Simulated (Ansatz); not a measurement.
**CH₆ClFSi₂: geometry and vibrations**

Aim: relax CH₆ClFSi₂ from a cheap starting geometry, then compute its harmonic vibrations to see whether it is a minimum and to get the zero-point energy and entropy, and look at its orbitals and charge.

Method: RKS PBE0-D4/def2-TZVP; program: Ansatz 0.2.0, Gaussian basis.

Levels to be run: relaxation at PBE-D4/def2-SVP; relaxation at PBE0-D4/def2-TZVP; harmonic vibrations at the same level; a single point in def2-TZVPP for the fields.

## 1. Starting geometry

SMILES `F[SiH2]C[SiH2]Cl`, 11 atoms, charge 0, spin multiplicity 1.

Atoms are counted from 1 here; the program's logs count them from 0.

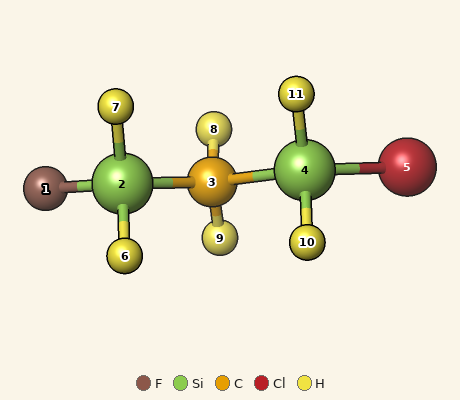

The starting geometry (fluorine brown, silicon green, carbon amber, chlorine red, hydrogen yellow); atoms are numbered from 1 in the order of the file.

Geometry (Å):

```csv
atom,x (Å),y (Å),z (Å)
F1,-2.7041,-0.9106,0.1582
Si2,-1.3518,-0.4990,-0.5355
C3,-0.2287,0.0286,0.7871
Si4,1.4435,0.4365,-0.0755
Cl5,2.7641,1.0235,1.2876
H6,-1.5813,0.6106,-1.5154
H7,-0.8217,-1.6963,-1.2438
H8,-0.0152,-0.7567,1.5264
H9,-0.5832,0.9130,1.3813
H10,1.2101,1.5488,-1.0075
H11,1.9336,-0.7554,-0.7423
```

The start is a force-field geometry with small random shifts, so a cheaper pass at PBE-D4/def2-SVP comes first.

## 2. Relaxation at PBE-D4/def2-SVP (cheap first pass)

in.yaml

```yaml
crystal:
  periodic: [false, false, false]
  atoms:
    - {symbol: F, position_ang: [-2.704100, -0.910600, 0.158200]}
    - {symbol: Si, position_ang: [-1.351800, -0.499000, -0.535500]}
    - {symbol: C, position_ang: [-0.228700, 0.028600, 0.787100]}
    - {symbol: Si, position_ang: [1.443500, 0.436500, -0.075500]}
    - {symbol: Cl, position_ang: [2.764100, 1.023500, 1.287600]}
    - {symbol: H, position_ang: [-1.581300, 0.610600, -1.515400]}
    - {symbol: H, position_ang: [-0.821700, -1.696300, -1.243800]}
    - {symbol: H, position_ang: [-0.015200, -0.756700, 1.526400]}
    - {symbol: H, position_ang: [-0.583200, 0.913000, 1.381300]}
    - {symbol: H, position_ang: [1.210100, 1.548800, -1.007500]}
    - {symbol: H, position_ang: [1.933600, -0.755400, -0.742300]}
basis:
  gaussian: {orbitals: def2-SVP}
hamiltonian: {xc: pbe, dispersion: d4}
relax: {f_tol: 0.03, max_steps: 200}
```

Command:

```
$ ansatz run in.yaml --threads 4 --pin off --events-out ev --progress --plain --max-ram 10444MiB
```

The log of the run, shortened:

```text
Functional definition: PBE
  name "PBE"
  cite "Perdew, Burke & Ernzerhof, Phys. Rev. Lett. 77, 3865 (1996) doi:10.1103/PhysRevLett.77.3865"
  parent pbe
[...]
1241 factors; their error is unknown
[...]
mean field -32102.73207277 eV, -1179.7536436610 hartree, gradient 6.4e-5 eV, S^2 0.000000; 0 other end points of the search recorded, 0 dependent functions left out
[...]
reference -32102.73211037 eV, -1179.7536450427 hartree; 33, 33 occupied and 79, 79 virtual orbitals, 1241 factors
relax step   1: F+E_penalty+E_count = -32103.00748778 eV  Δ(F+E_penalty+E_count) = +0.000e0 eV  max|allowed force component| = 2.486e0 eV/Å  Δτ_max = 0.0000 Å  (27 SCF iters, accepted)
[...]
relax step   5: F+E_penalty+E_count = -32103.37974995 eV  Δ(F+E_penalty+E_count) = -8.631e-4 eV  max|allowed force component| = 1.690e-1 eV/Å  Δτ_max = 0.0347 Å  (28 SCF iters, accepted)
[...]
relax step   6: F+E_penalty+E_count = -32103.38226629 eV  Δ(F+E_penalty+E_count) = -2.516e-3 eV  max|allowed force component| = 1.711e-2 eV/Å  Δτ_max = 0.0158 Å  (28 SCF iters, accepted)
1241 factors; their error is unknown
[...]
mean field -32103.11586128 eV, -1179.7677476286 hartree, gradient 1.5e-5 eV, S^2 0.000000; 1 other end points of the search recorded, 0 dependent functions left out
[...]
reference -32103.11589843 eV, -1179.7677489936 hartree; 33, 33 occupied and 79, 79 virtual orbitals, 1241 factors
Total energy: -32103.38230343 eV, -1179.7775391971 hartree
Atom 0 at    -2.840061    -0.905971     0.277416 Å, force    -0.004424    -0.000175     0.011377 eV/Å
Atom 1 at    -1.462903    -0.542004    -0.538985 Å, force    -0.002211    -0.001524    -0.017111 eV/Å
Atom 2 at    -0.153681     0.022191     0.682179 Å, force    -0.003402    -0.000712     0.016682 eV/Å
Atom 3 at     1.522407     0.480444    -0.041328 Å, force    -0.005473    -0.000995     0.002348 eV/Å
Atom 4 at     2.809485     1.071211     1.489945 Å, force     0.004248     0.002962     0.011868 eV/Å
Atom 5 at    -1.783971     0.553422    -1.514454 Å, force    -0.000483    -0.002701    -0.004663 eV/Å
Atom 6 at    -1.015643    -1.781345    -1.259148 Å, force    -0.002013     0.000486    -0.004781 eV/Å
Atom 7 at     0.003412    -0.787574     1.428364 Å, force     0.004572     0.006609    -0.002964 eV/Å
Atom 8 at    -0.544028     0.904807     1.235064 Å, force     0.007735    -0.003194    -0.001935 eV/Å
Atom 9 at     1.390267     1.625762    -1.002355 Å, force     0.000135     0.001395    -0.005745 eV/Å
Atom 10 at     2.140016    -0.697944    -0.736099 Å, force     0.001317    -0.002150    -0.005075 eV/Å
Dipole moment:     0.018438    -0.007804    -0.137634 e Å
```

Wall time 7.5 s (4 threads of Arm Neoverse V2, shared host).

Relaxation path:

| step | energy from step 1 (eV) | largest force component (eV/Å) |
| --- | --- | --- |
| 1 | 0.0000 | 2.4855 |
| 2 | -0.3013 | 1.1443 |
| 3 | -0.3607 | 0.3601 |
| 4 | -0.3714 | 0.0908 |
| 5 | -0.3723 | 0.1690 |
| 6 | -0.3748 | 0.0171 |

Close pairs (by a distance rule), those that changed most:

| bond | before (Å) | after (Å) | change (Å) |
| --- | --- | --- | --- |
| Si4–Cl5 | 1.987 | 2.086 | +0.099 |
| F1–Si2 | 1.575 | 1.642 | +0.067 |
| Si2–C3 | 1.814 | 1.877 | +0.064 |
| Si4–H11 | 1.451 | 1.501 | +0.050 |
| C3–Si4 | 1.925 | 1.882 | -0.043 |
| Si4–H10 | 1.470 | 1.501 | +0.031 |
| Si2–H7 | 1.489 | 1.502 | +0.013 |
| C3–H8 | 1.099 | 1.112 | +0.013 |

## 3. Optimising with PBE0-D4/def2-TZVP

in.yaml

```yaml
crystal:
  periodic: [false, false, false]
  atoms:
    - {symbol: F, position_ang: [-2.840061, -0.905971, 0.277416]}
    - {symbol: Si, position_ang: [-1.462903, -0.542004, -0.538985]}
    - {symbol: C, position_ang: [-0.153681, 0.022191, 0.682179]}
    - {symbol: Si, position_ang: [1.522407, 0.480444, -0.041328]}
    - {symbol: Cl, position_ang: [2.809485, 1.071211, 1.489945]}
    - {symbol: H, position_ang: [-1.783971, 0.553422, -1.514454]}
    - {symbol: H, position_ang: [-1.015643, -1.781345, -1.259148]}
    - {symbol: H, position_ang: [0.003412, -0.787574, 1.428364]}
    - {symbol: H, position_ang: [-0.544028, 0.904807, 1.235064]}
    - {symbol: H, position_ang: [1.390267, 1.625762, -1.002355]}
    - {symbol: H, position_ang: [2.140016, -0.697944, -0.736099]}
basis:
  gaussian: {orbitals: def2-TZVP}
hamiltonian: {xc: pbe0, dispersion: d4}
relax: {f_tol: 0.005, max_steps: 150}
```

The command is unchanged.

The log of the run, shortened:

```text
Functional definition: PBE0
  name "PBE0"
  cite "Adamo & Barone, J. Chem. Phys. 110, 6158 (1999) doi:10.1063/1.478522"
  cite "Perdew, Burke & Ernzerhof, Phys. Rev. Lett. 77, 3865 (1996) doi:10.1103/PhysRevLett.77.3865"
  parent pbe
[...]
1404 factors; their error is unknown
[...]
mean field -32120.82030881 eV, -1180.4183740749 hartree, gradient 2.4e-5 eV, S^2 0.000000; 0 other end points of the search recorded, 0 dependent functions left out
[...]
reference -32120.82034374 eV, -1180.4183753583 hartree; 33, 33 occupied and 176, 176 virtual orbitals, 1404 factors
relax step   1: F+E_penalty+E_count = -32121.04761374 eV  Δ(F+E_penalty+E_count) = +0.000e0 eV  max|allowed force component| = 1.040e0 eV/Å  Δτ_max = 0.0000 Å  (27 SCF iters, accepted)
[...]
Atom 1 at    -1.446065    -0.535567    -0.530686 Å, force    -0.004122    -0.001348    -0.002382 eV/Å
Atom 2 at    -0.153592     0.021346     0.680737 Å, force     0.002144     0.000318     0.000574 eV/Å
Atom 3 at     1.500193     0.473533    -0.040408 Å, force    -0.000799    -0.000273     0.000015 eV/Å
Atom 4 at     2.776852     1.058731     1.464110 Å, force    -0.000119     0.000100    -0.000408 eV/Å
Atom 5 at    -1.770733     0.539855    -1.499048 Å, force     0.002535    -0.000161     0.000384 eV/Å
Atom 6 at    -1.015554    -1.760982    -1.246767 Å, force     0.001392     0.001398     0.000367 eV/Å
Atom 7 at     0.003174    -0.778389     1.413552 Å, force     0.000356     0.001730     0.000265 eV/Å
Atom 8 at    -0.537587     0.892653     1.223357 Å, force     0.001183    -0.001181     0.000721 eV/Å
Atom 9 at     1.378683     1.608335    -0.986057 Å, force    -0.000710    -0.001449     0.000322 eV/Å
Atom 10 at     2.120338    -0.686879    -0.722760 Å, force    -0.001097     0.000992     0.000072 eV/Å
Dipole moment:     0.011023    -0.009935    -0.131661 e Å
```

It took 18 s on 4 threads of Arm Neoverse V2, shared host; peak memory 0.6 GiB.

The steps of the relaxation:

| step | energy from step 1 (eV) | largest force component (eV/Å) |
| --- | --- | --- |
| 1 | 0.0000 | 1.0404 |
| 2 | -0.0526 | 0.6058 |
| 3 | -0.0646 | 0.1196 |
| 4 | -0.0654 | 0.0255 |
| 5 | -0.0655 | 0.0041 |

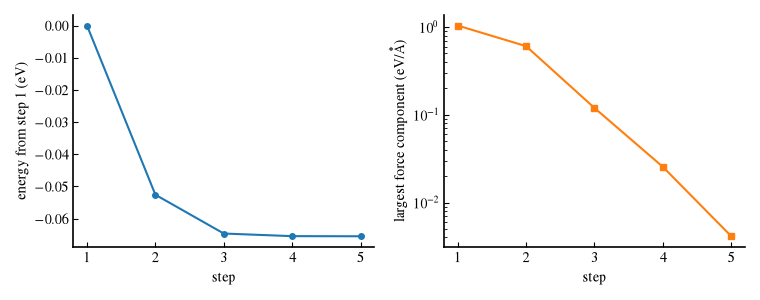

Energy and largest force along the relaxation.

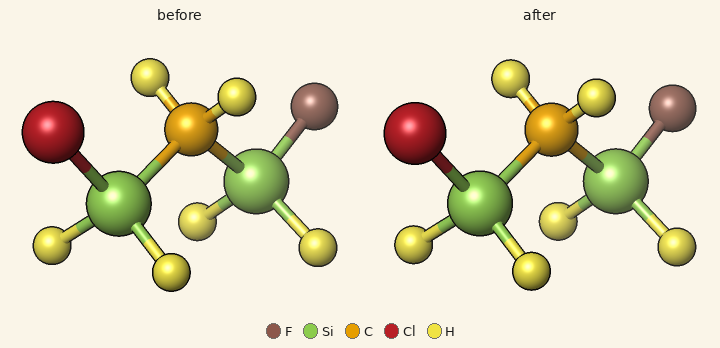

The geometry before (left) and after (right).

Distances of close pairs at the start and the end, largest changes first:

```
   bond  before (Å)  after (Å)  change (Å)
 F1–Si2       1.642      1.602      -0.040
Si4–Cl5       2.086      2.058      -0.028
 C3–Si4       1.882      1.860      -0.022
 Si2–C3       1.877      1.857      -0.020
Si4–H11       1.501      1.482      -0.019
Si4–H10       1.501      1.482      -0.019
 Si2–H6       1.502      1.483      -0.018
 Si2–H7       1.502      1.483      -0.018
```

Mulliken charges of the relaxed molecule (report file):

| atom | value (e) |
| --- | --- |
| F1 | -0.32 |
| Si2 | 0.47 |
| C3 | -0.44 |
| Si4 | 0.32 |
| Cl5 | -0.25 |
| H6 | -0.04 |
| H7 | -0.04 |
| H8 | 0.16 |
| H9 | 0.16 |
| H10 | -0.01 |
| H11 | -0.01 |

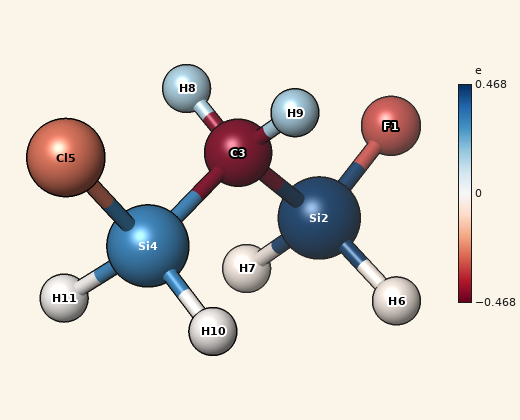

Mulliken charges of the relaxed molecule (report file), as colours on the atoms.

## 4. Harmonic vibrations

in.yaml

```yaml
crystal:
  periodic: [false, false, false]
  atoms:
    - {symbol: F, position_ang: [-2.790409, -0.889636, 0.264569]}
    - {symbol: Si, position_ang: [-1.446065, -0.535567, -0.530686]}
    - {symbol: C, position_ang: [-0.153592, 0.021346, 0.680737]}
    - {symbol: Si, position_ang: [1.500193, 0.473533, -0.040408]}
    - {symbol: Cl, position_ang: [2.776852, 1.058731, 1.464110]}
    - {symbol: H, position_ang: [-1.770733, 0.539855, -1.499048]}
    - {symbol: H, position_ang: [-1.015554, -1.760982, -1.246767]}
    - {symbol: H, position_ang: [0.003174, -0.778389, 1.413552]}
    - {symbol: H, position_ang: [-0.537587, 0.892653, 1.223357]}
    - {symbol: H, position_ang: [1.378683, 1.608335, -0.986057]}
    - {symbol: H, position_ang: [2.120338, -0.686879, -0.722760]}
basis:
  gaussian: {orbitals: def2-TZVP}
hamiltonian: {xc: pbe0, dispersion: d4}
phonons: {temperatures: {t_min: 298.15, t_max: 900, t_step: 200}}
```

The command is unchanged.

The log of the run, shortened:

```text
Functional definition: PBE0
  name "PBE0"
  cite "Adamo & Barone, J. Chem. Phys. 110, 6158 (1999) doi:10.1063/1.478522"
  cite "Perdew, Burke & Ernzerhof, Phys. Rev. Lett. 77, 3865 (1996) doi:10.1103/PhysRevLett.77.3865"
  parent pbe
[...]
1404 factors; their error is unknown
[...]
mean field -32120.88406432 eV, -1180.4207170466 hartree, gradient 2.5e-5 eV, S^2 0.000000; 0 other end points of the search recorded, 0 dependent functions left out
[...]
reference -32120.88409893 eV, -1180.4207183183 hartree; 33, 33 occupied and 176, 176 virtual orbitals, 1404 factors
[...]
1404 factors; their error is unknown
mean field -32120.88396528 eV, -1180.4207134069 hartree, gradient 1.7e-6 eV, S^2 0.000000; 0 other end points of the search recorded, 0 dependent functions left out
[...]
reference -32120.88399988 eV, -1180.4207146786 hartree; 33, 33 occupied and 176, 176 virtual orbitals, 1404 factors
[...]
Atom 4 at     2.776852     1.058731     1.464110 Å, force    -0.000115     0.000101    -0.000409 eV/Å
Atom 5 at    -1.770733     0.539855    -1.499048 Å, force     0.002537    -0.000165     0.000389 eV/Å
Atom 6 at    -1.015554    -1.760982    -1.246767 Å, force     0.001391     0.001401     0.000370 eV/Å
Atom 7 at     0.003174    -0.778389     1.413552 Å, force     0.000353     0.001729     0.000268 eV/Å
Atom 8 at    -0.537587     0.892653     1.223357 Å, force     0.001179    -0.001172     0.000728 eV/Å
Atom 9 at     1.378683     1.608335    -0.986057 Å, force    -0.000710    -0.001450     0.000324 eV/Å
Atom 10 at     2.120338    -0.686879    -0.722760 Å, force    -0.001100     0.000994     0.000075 eV/Å
Dipole moment:     0.011023    -0.009935    -0.131660 e Å
Vibrations: 29.14 58.84 91.66 195.42 243.41 460.45 529.13 549.41 679.06 684.71 736.14 781.48 837.78 839.35 867.92 924.79 949.95 971.95 1021.11 1068.20 1386.80 2238.67 2243.17 2246.63 2251.00 3051.79 3111.56 cm⁻¹, zero-point energy 1.800843 eV
```

It took 2.2 min on 4 threads of Arm Neoverse V2, shared host; peak memory 0.6 GiB.

Motions are named by where the mode's potential energy lies. The modes, unscaled (a negative number is an imaginary wavenumber):

```
mode  cm⁻¹             motion
   1    29            torsion
   2    59            torsion
   3    92               bend
   4   195               bend
   5   243               bend
   6   460  torsion with bend
   7   529  bend with torsion
   8   549      Si–Cl stretch
   9   679  bend with torsion
  10   685       Si–C stretch
  11   736  bend with torsion
  12   781       Si–C stretch
  13   838               bend
  14   839               bend
  15   868       Si–F stretch
  16   925  bend with torsion
  17   950  bend with torsion
  18   972  bend with torsion
  19  1021               bend
  20  1068  bend with torsion
  21  1387               bend
  22  2239       Si–H stretch
  23  2243       Si–H stretch
  24  2247       Si–H stretch
  25  2251       Si–H stretch
  26  3052        C–H stretch
  27  3112        C–H stretch
```

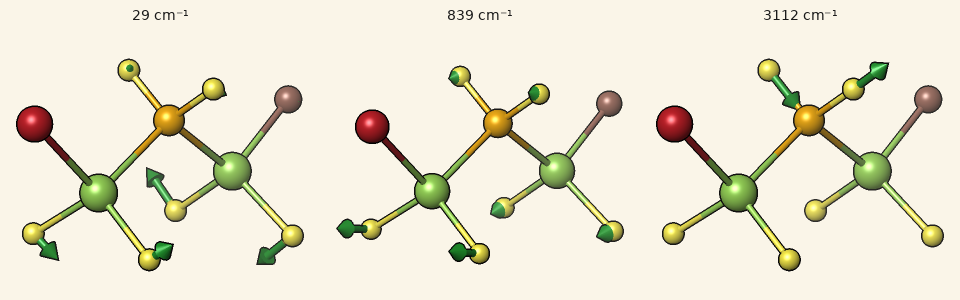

Displacements of 3 modes, as arrows.

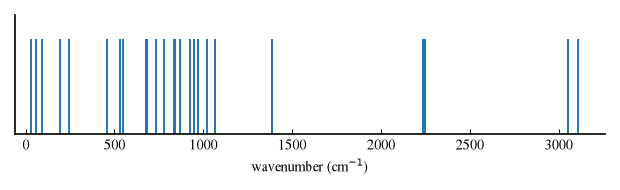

The harmonic wavenumbers as sticks (no intensities were computed).

From these modes and the moments of inertia (298.15 K, 1 bar, symmetry number 1):

```csv
term,value
zero-point energy,41.5 kcal/mol
H(298) − E,47.0 kcal/mol
"entropy, translation",169.4 J/(mol K)
"entropy, rotation",119.2 J/(mol K)
"entropy, vibration",92.2 J/(mol K)
"entropy, total",380.9 J/(mol K)
```

## 5. Fields at the relaxed geometry

in.yaml: that of step 4 with these lines changed.

```diff
@@ -15,4 +15,4 @@
 basis:
-  gaussian: {orbitals: def2-TZVP}
+  gaussian: {orbitals: def2-TZVPP}
 hamiltonian: {xc: pbe0, dispersion: d4}
-phonons: {temperatures: {t_min: 298.15, t_max: 900, t_step: 200}}
+output: {orbitals: {seedname: orbitals}}
```

Same command.

The log of the run:

```text
Functional definition: PBE0
  name "PBE0"
  cite "Adamo & Barone, J. Chem. Phys. 110, 6158 (1999) doi:10.1063/1.478522"
  cite "Perdew, Burke & Ernzerhof, Phys. Rev. Lett. 77, 3865 (1996) doi:10.1103/PhysRevLett.77.3865"
  parent pbe
  parameter a = 0.25
  parameter kappa = 0.804
  parameter beta = 0.06672455060314922
  exchange = (1 - a)*pbe_x(kappa = kappa, mu = beta*pi^2/3) + a*exact_x
  correlation = pbe_c(beta = beta)
1597 factors; their error is unknown
mean field evaluation 1: about -32114.7647 eV, gradient 5.6e1 eV
mean field evaluation 2: about -32111.0375 eV, gradient 6.7e1 eV
mean field evaluation 4: about -32120.8357 eV, gradient 3.3e0 eV
mean field evaluation 8: about -32120.8557 eV, gradient 3.6e-2 eV
mean field evaluation 16: about -32120.9274 eV, gradient 3.0e-5 eV
mean field -32120.92743874 eV, -1180.4223110270 hartree, gradient 3.0e-5 eV, S^2 0.000000; 0 other end points of the search recorded, 0 dependent functions left out
reference -32120.92747301 eV, -1180.4223122864 hartree; 33, 33 occupied and 239, 239 virtual orbitals, 1597 factors
Total energy: -32121.15650068 eV, -1180.4307288980 hartree
```

It took 3.2 s on 4 threads of Arm Neoverse V2, shared host; peak memory 0.82 GiB.

Orbitals, density, ELF and potential are computed afterwards from the orbital file.

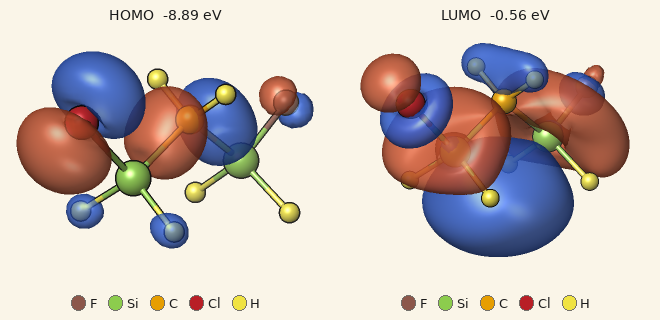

Frontier orbitals at PBE0-D4/def2-TZVPP; each surface holds 70 % of the orbital's density, blue and red mark the sign.

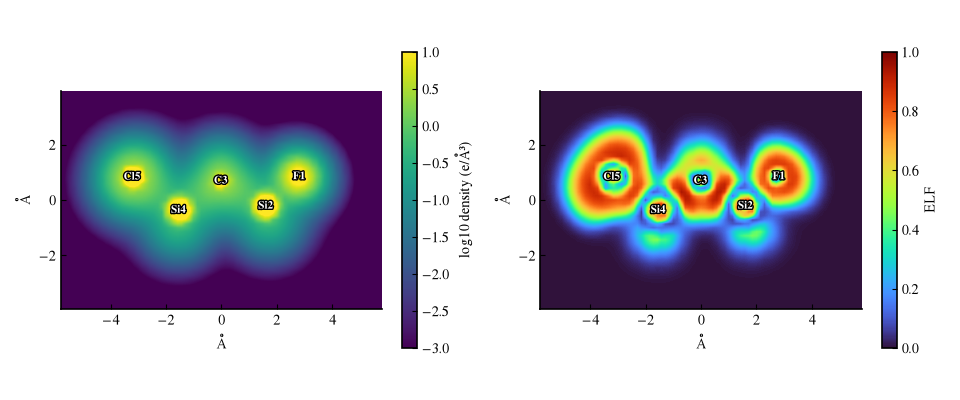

Density (left) and ELF (right) in a plane through or near 5 of the atoms.

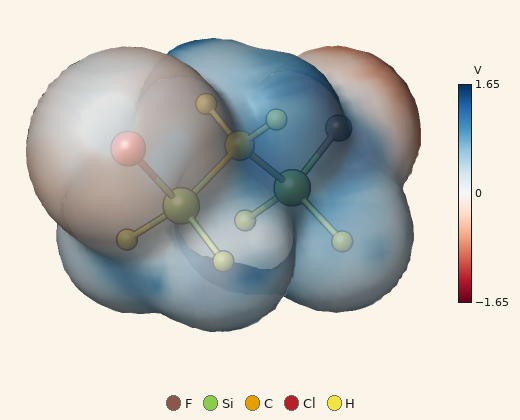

Electrostatic potential on the surface of density 0.002 e/bohr³; red is low, blue high. It runs from -0.82 V near F1 to 1.65 V near H10.

## 6. Outcome

| quantity | value |
| --- | --- |
| point group | Cs |
| steps | 6 + 5 |
| shift from the start (rms) | 0.160 Å |
| total energy | -32121.1131 eV |
| dispersion term | -229 meV |
| dipole moment | 0.64 D |
| lowest, highest wavenumber | 29, 3112 cm⁻¹ |
| zero-point energy | 41.5 kcal/mol |
| entropy at 298.15 K | 380.9 J/(mol K) |
| HOMO, LUMO | -8.89, -0.56 eV |

The atoms moved 0.16 Å (rms) from the start; the bond that changed most is Si4–Cl5, from 1.987 to 2.058 Å. No mode is imaginary: a true minimum at this level. The stiffest mode, 3112 cm⁻¹, is a C–H stretch, and 4 modes under 200 cm⁻¹ make the vibrational entropy uncertain. Harmonic hybrid wavenumbers usually lie a few per cent above measured fundamentals. The largest Mulliken charge, +0.47 e, sits on Si2. The HOMO lies mostly on Cl5 51 %; C3 21 % and the LUMO on Si2, Si4 about 14 % each; 4 H atoms about 11 % each.
